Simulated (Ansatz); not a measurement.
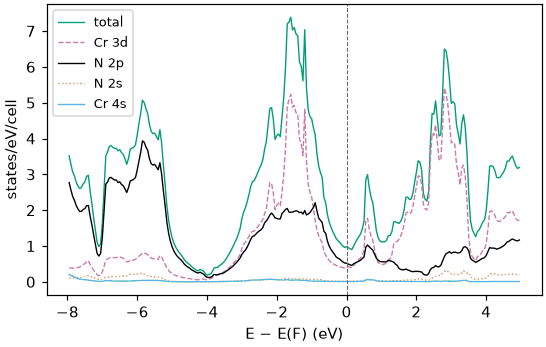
Figure: Total and projected density of states of CrN$_{2}$ in space group Pnnm (No. 58; Cr on 2a, N on 4g), plane-wave PAW r²SCAN (Ansatz code)

**Question.** Which orbitals carry the states next to the Fermi level?

**Answer.** Within 0.5 eV of the Fermi level: N 2p 53 %, Cr 3d 43 %. Projections are on Löwdin-orthogonalised atomic valence shells; empty p or d shells of many metals are not among them.

**Question.** Where is the tallest occupied peak in this window, and what makes it?

**Answer.** Near -1.6 eV, about 7.4 states/eV per cell; the largest projected share is Cr 3d.

The first step of the workflow began from a Materials Project structure, measured or hypothetical; the Crystallography Open Database copy checked does not list it. Its standing as an ambient phase is unchecked. Symmetry was held in the r²SCAN relaxation; its stability against distortions is not shown here. Magnetic state: ferromagnetic, chosen from 5 collinear starts compared on coarse meshes (ties went to the first, and starts can fall back to one state), not a proven ground state. Other orbital occupations within this spin state were not tried. No Hubbard U is applied.

Potentials: the later of the program's two PAW sets.
